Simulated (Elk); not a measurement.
Band structure of Yb (Fm-3m, 1 atom in the cell).

```xyz
1
Lattice="0.0000 2.7246 2.7246 2.7246 0.0000 2.7246 2.7246 2.7246 0.0000" Properties=species:S:1:pos:R:3 pbc="T T T"
Yb     0.0000     0.0000     0.0000
```

Method: PBE, all-electron FP-LAPW, Elk's shipped species files, APW+lo basis with extra local orbitals run with Elk.

Settings: xctype = 20; rgkmax = 8; swidth = 0.00367493 Ha; ngridk = 10 10 10; gmaxvr = 14 1/bohr; nxlo = 2; lorbcnd = true; lmaxi = 2; maxscl = 100.

The starting cell comes from a database of computed structures (which also holds hypothetical and non-ambient phases and stackings), without a prior relaxation at this level. Spin-orbit coupling is off. Spin polarisation is off. Values depend on the basis (sphere radii, cutoffs, local orbitals), which need not be converged.

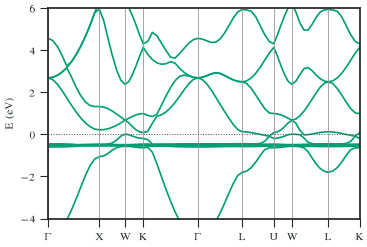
*Bands along the path, energies from the Fermi level.*

Levels in eV from the Fermi level, bands 9 to 15:
| point | 9 | 10 | 11 | 12 | 13 | 14 | 15 |
|---|---|---|---|---|---|---|---|
| Γ | -0.53 | -0.45 | -0.45 | -0.45 | 2.69 | 2.69 | 2.69 |
| X | -0.53 | -0.48 | -0.48 | -0.48 | 0.22 | 1.33 | 5.95 |
| W | -0.51 | -0.51 | -0.48 | 0.02 | 0.68 | 0.68 | 2.38 |
| K | -0.51 | -0.48 | -0.47 | -0.19 | 0.09 | 0.99 | 4.14 |
| L | -0.53 | -0.46 | -0.46 | -0.44 | 0.13 | 2.50 | 2.50 |
| U | -0.51 | -0.48 | -0.47 | -0.19 | 0.09 | 0.99 | 4.14 |

Bands cross the Fermi level along this path, so the cell is metallic at this level.
